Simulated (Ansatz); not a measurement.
**Strength of the O–C bond: C2H3F3O → C2H2F3 + OH**

Species: C2H3F3O (2,2,2-trifluoroethanol) `OCC(F)(F)F`, singlet; C2H2F3 `[CH2]C(F)(F)F`, doublet; OH, doublet. 

Shapes, held fixed at every level: PBE0-D4/def2-TZVP. Flexible molecules stand in one conformer, not always the lowest. Programs: Ansatz 0.2.0. The zero-point and thermal change to 298 K, harmonic and unscaled (PBE0-D4/def2-TZVP), is -23.9 kJ/mol.

```csv
level,kind,ΔH(298 K) (kJ/mol),less CCSD(T)/CBS estimate,CPU time (sum over the molecules)
HF/def2-SVP,Hartree–Fock,+242.9,-158.3,–
r2SCAN-D4/def2-TZVPP,meta-GGA,+371.0,-30.2,37 s
BHLYP-D4/def2-TZVPP,global hybrid,+355.8,-45.4,20 s
r2SCAN0-D4/def2-TZVPP,global hybrid,+360.7,-40.5,34 s
wB97X-V/def2-TZVPP,range-separated hybrid,+398.6,-2.6,50 s
MP2/def2-TZVPP,perturbation theory,+418.6,+17.4,–
CCSD(T)/def2-TZVPP,coupled cluster or CI,+388.8,-12.4,26 min
CCSD(T)/CBS estimate,coupled cluster or CI,+401.2,0.0,27 min
```

The highest level, CCSD(T)/CBS estimate, gives ΔH(298 K) = +401.2 kJ/mol; the levels span +242.9 to +418.6. The column of differences is taken from that level and isn't an error. Hartree–Fock misses the correlation of the pair that is broken and comes out low. No measured value is set beside it here. Open shells run unrestricted unless RO is named. The CBS estimate extrapolates MP2 from def2-TZVPP and def2-QZVPP and adds CCSD(T) − MP2 in the triple-zeta set, cores frozen. Times are processor times on shared x86 and Arm servers, and rough.

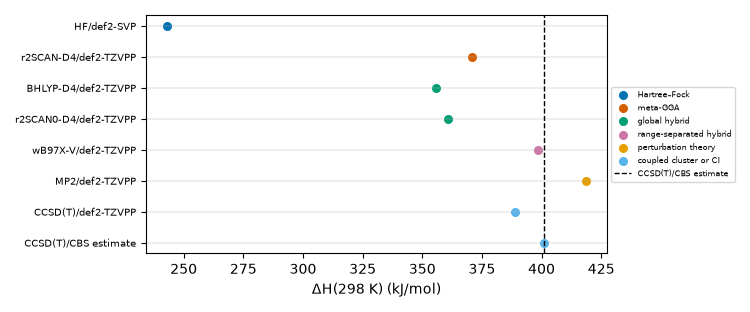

The values of the table, level by level.
